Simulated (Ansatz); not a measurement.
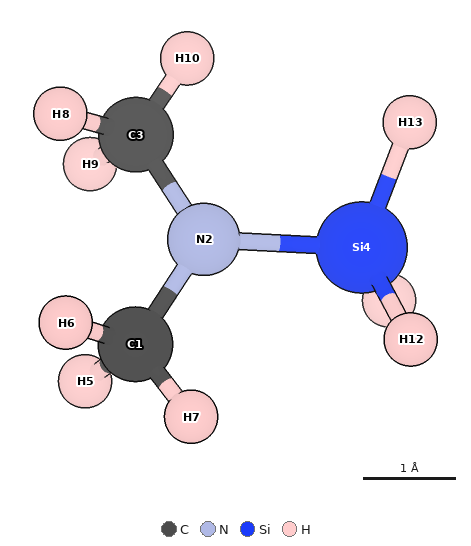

Fig. 1: The input geometry (ball-and-stick view, seen at a tilt; atoms are numbered from 1 in the order of the input). Bond lengths as drawn: C–H 1.02 to 1.15 Å, C–N 1.40 to 1.47 Å, H–Si 1.48 to 1.49 Å and N–Si 1.79 Å.

# C₂H₉NSi: single-point calculation

System: C₂H₉NSi, multiplicity 7.
Method: UKS PBE-d3bj/aug-cc-pVTZ (Ansatz 0.2.0).

Some settings of this run were made unusual or wrong on purpose. The geometry comes from this level: PBE0-D4/def2-TZVP. Figures and captions count atoms from 1; the log counts them from 0 in places.

The input
```yaml
crystal:
  periodic: [false, false, false]
  atoms:
    - {symbol: C, position_ang: [-0.851654, 1.035064, -0.554100]}
    - {symbol: N, position_ang: [-0.090714, 0.133475, 0.200971]}
    - {symbol: C, position_ang: [1.267799, 0.563825, 0.544217]}
    - {symbol: Si, position_ang: [-0.365237, -1.634232, 0.111682]}
    - {symbol: H, position_ang: [-0.381258, 1.309263, -1.548656]}
    - {symbol: H, position_ang: [-0.950128, 1.968767, -0.000392]}
    - {symbol: H, position_ang: [-1.856950, 0.664386, -0.737346]}
    - {symbol: H, position_ang: [1.191727, 1.555024, 1.072872]}
    - {symbol: H, position_ang: [1.834493, 0.759028, -0.437541]}
    - {symbol: H, position_ang: [1.806156, -0.102978, 1.106329]}
    - {symbol: H, position_ang: [0.019327, -2.284931, -1.166603]}
    - {symbol: H, position_ang: [-1.850869, -1.745576, 0.130856]}
    - {symbol: H, position_ang: [0.344281, -2.215413, 1.271976]}
basis:
  gaussian: {orbitals: aug-cc-pVTZ, final_grid: {core_spheres: 5, valence_spheres: 4, degree: 11}}
magnetization: {spin_polarized: true, initial_magnetization: 6}
hamiltonian: {xc: {name: PBE}, dispersion: d3bj, pseudopotentials: {relativity: none}}
output: {forces: true}
```

Hardware: 4 threads of INTEL XEON PLATINUM @ 2.10GHz, 23 GiB of memory available, shared host.

Launched with:
```bash
ansatz run in.yaml --threads 4 --pin off --events-out ev --progress --plain --max-ram 10444MiB
```

What the program printed
```
Functional definition: PBE
  name "PBE"
  cite "Perdew, Burke & Ernzerhof, Phys. Rev. Lett. 77, 3865 (1996) doi:10.1103/PhysRevLett.77.3865"
  parent pbe
  parameter kappa = 0.804
  parameter beta = 0.06672455060314922
  exchange = pbe_x(kappa = kappa, mu = beta*pi^2/3)
  correlation = pbe_c(beta = beta)
1509 factors; their error is unknown
mean field evaluation 1: about -11531.6246 eV, gradient 7.1e1 eV
mean field evaluation 2: about -11209.9386 eV, gradient 2.1e2 eV
mean field evaluation 4: about -11517.8771 eV, gradient 6.2e1 eV
mean field evaluation 8: about -11560.7190 eV, gradient 4.1e0 eV
mean field evaluation 16: about -11560.8636 eV, gradient 1.5e-1 eV
mean field evaluation 32: about -11558.8792 eV, gradient 8.7e0 eV
mean field evaluation 64: about -11560.7776 eV, gradient 1.2e0 eV
mean field evaluation 96: about -11559.5988 eV, gradient 2.6e0 eV
mean field -11560.86389726 eV, -424.8539119893 hartree, gradient 8.9e-6 eV, S^2 12.006903; 10 other end points of the search recorded, 0 dependent functions left out
the calculation of the forces begins
reference -11560.86397698 eV, -424.8539149189 hartree; 24, 18 occupied and 371, 377 virtual orbitals, 1509 factors
Total energy: -11561.12520242 eV, -424.8635147768 hartree
Atom 0 at    -0.851654     1.035064    -0.554100 Å, force    -0.477488     0.648931    -0.483759 eV/Å
Atom 1 at    -0.090714     0.133475     0.200971 Å, force     2.132590     3.031910     0.029071 eV/Å
Atom 2 at     1.267799     0.563825     0.544217 Å, force    -1.641270     2.702741    -2.114181 eV/Å
Atom 3 at    -0.365237    -1.634232     0.111682 Å, force     1.676167     0.072252    -0.870913 eV/Å
Atom 4 at    -0.381258     1.309263    -1.548656 Å, force    -0.083562    -0.321945     0.498867 eV/Å
Atom 5 at    -0.950128     1.968767    -0.000392 Å, force    -0.004905     1.035827     0.268236 eV/Å
Atom 6 at    -1.856950     0.664386    -0.737346 Å, force    -0.425044    -0.378706    -0.285788 eV/Å
Atom 7 at     1.191727     1.555024     1.072872 Å, force     0.216516    -0.273976    -0.292411 eV/Å
Atom 8 at     1.834493     0.759028    -0.437541 Å, force    -0.522930    -0.146018     0.849431 eV/Å
Atom 9 at     1.806156    -0.102978     1.106329 Å, force     1.243727    -2.192045     1.581735 eV/Å
Atom 10 at     0.019327    -2.284931    -1.166603 Å, force    -0.822833    -1.293670    -2.489948 eV/Å
Atom 11 at    -1.850869    -1.745576     0.130856 Å, force    -3.508881    -0.813254    -1.046949 eV/Å
Atom 12 at     0.344281    -2.215413     1.271976 Å, force     2.217912    -2.072047     4.356610 eV/Å
Dipole moment:     0.159567     0.870747     0.119142 e Å
```

What the run reported

| quantity | value |
| --- | --- |
| outcome | converged |
| total energy | −11561.1252 eV |
| mean-field energy | −11560.8640 eV |
| dispersion energy | −0.2612 eV |
| ⟨S²⟩ | 12.007 |
| SCF solution under orbital rotations | stable |
| largest force (length of the vector) | 5.310 eV/Å |
| dipole moment | 4.29 D |
| wall time | 44 s (CPU time 2.6 min) |
| peak memory | 2.6 GiB |

Diagnosis

A setting was made wrong on purpose: spin. The program still converged, but the numbers can't be taken as results for the intended system.
